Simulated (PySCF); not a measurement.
# CH3F2Ga (SMILES [CH3][Ga]([F])[F]) at MP2/cc-pVTZ

Aim: the vertical ionisation energy of CH3F2Ga at MP2/cc-pVTZ, from 2 runs. The job is set up through a Python script.

The results are computed with PySCF 2.14.0.

## 1. The structure to begin with

CH3F2Ga: 7 atoms, total charge 0, spin state singlet. As SMILES, `[CH3][Ga]([F])[F]`. The shape is that of a PBE0-D4/def2-TZVP optimisation.

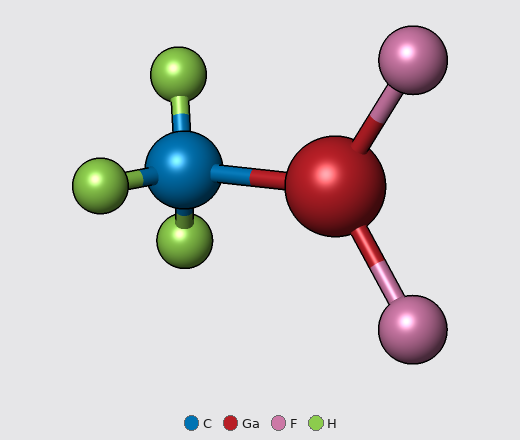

The structure, seen from a chosen angle (carbon blue, gallium red, fluorine pink, hydrogen green).

## 2. The energy at MP2/cc-pVTZ

Contents of run.py:

```python
from pyscf import gto, mp

mol = gto.M(
    atom='''
C     -0.628334     1.625920    -0.472054
Ga     0.624554    -1.670707     0.493030
F      2.581744    -2.250097     3.088190
F     -0.028535    -4.478462    -1.116639
H     -2.384078     1.433735    -1.529544
H     -0.935036     2.780543     1.204889
H      0.769496     2.559256    -1.667494
''',
    verbose=3,
    spin=0,
    max_memory=1860,
    basis='cc-pvtz',
    unit='bohr',
)

mf = mol.RHF()
mf.conv_tol = 1e-10
mf.kernel()
if not mf.converged:
    mf = mf.newton().run(mf.mo_coeff, mf.mo_occ)

pt = mp.MP2(mf, frozen=12).run()
e_tot = pt.e_tot
print(f'total energy: {e_tot:.8f} hartree')
```

Run with:

```
$ OMP_NUM_THREADS=1 python run.py
```

The program printed:

```text
converged SCF energy = -2161.97005184986
E(RMP2) = -2162.81384932962  E_corr = -0.843797479760621
E(SCS-RMP2) = -2162.7914341583  E_corr = -0.821382308440793
total energy: -2162.81384933 hartree
```

Wall time 20 s (1 thread of Arm Neoverse V1, shared host); peak memory 1.3 GiB.

## 3. The doublet cation

Contents of job.py:

```python
from pyscf import gto, mp

mol = gto.M(
    atom='''
C       -0.332500       0.860400      -0.249800
Ga       0.330500      -0.884100       0.260900
F        1.366200      -1.190700       1.634200
F       -0.015100      -2.369900      -0.590900
H       -1.261600       0.758700      -0.809400
H       -0.494800       1.471400       0.637600
H        0.407200       1.354300      -0.882400
''',
    charge=1,
    verbose=4,
    spin=1,
    max_memory=1860,
    basis='cc-pvtz',
)

mf = mol.UHF()
mf.conv_tol = 1e-10
mf.kernel()
if not mf.converged:
    mf = mf.newton().run(mf.mo_coeff, mf.mo_occ)

pt = mp.MP2(mf, frozen=12).run()
e_final = pt.e_tot
print(f'total energy: {e_final:.8f} hartree')
```

Run with:

```
$ OMP_NUM_THREADS=1 python job.py
```

The program printed:

```text
PySCF version 2.14.0

[... 107 lines left out ...]
converged SCF energy = -2161.55128548236  <S^2> = 0.76254564  2S+1 = 2.0125065
[... 1 line left out ...]
******** <class 'pyscf.mp.ump2.UMP2'> ********
nocc = (np.int64(17), np.int64(16)), nmo = (163, 163)
frozen orbitals 12
E(UMP2) = -2162.3611884992  E_corr = -0.809903016842131
E(SCS-UMP2) = -2162.33979307786  E_corr = -0.788507595495998
E_corr(same-spin) = -0.211587720824492
E_corr(oppo-spin) = -0.598315296017639
total energy: -2162.36118850 hartree
```

Wall time 81 s (1 thread of Arm Neoverse V1, shared host); peak memory 1.9 GiB.

## 4. Summary of results

Level: MP2/cc-pVTZ, 12 core orbitals frozen.

| quantity | value |
| --- | --- |
| singlet CH3F2Ga: total energy | -2162.81385 Eh |
| singlet CH3F2Ga: dipole moment (Hartree–Fock density) | 3.64 D |
| singlet CH3F2Ga: HOMO energy (Hartree–Fock orbitals) | -12.89 eV |
| singlet CH3F2Ga: LUMO energy (Hartree–Fock orbitals) | 1.97 eV |
| singlet CH3F2Ga: HOMO–LUMO gap (Hartree–Fock orbitals) | 14.86 eV |
| singlet CH3F2Ga: correlation energy (12 core orbitals frozen) | -843.8 mEh |
| doublet cation: total energy | -2162.36119 Eh |
| doublet cation: HOMO energy (Hartree–Fock orbitals) (highest over α and β) | -21.70 eV |
| doublet cation: LUMO energy (Hartree–Fock orbitals) (lowest over α and β) | -10.11 eV |
| doublet cation: correlation energy (12 core orbitals frozen) | -809.9 mEh |
| doublet cation: ⟨S²⟩ of the reference determinant | 0.763 |
| vertical ionisation energy (to the doublet cation) | 12.318 eV |

Removing an electron at fixed nuclei costs 12.32 eV (1188 kJ/mol). Mulliken charges (singlet CH3F2Ga) of the mean-field density run from -0.49 on F3 to +1.05 on Ga2; they depend strongly on the basis.
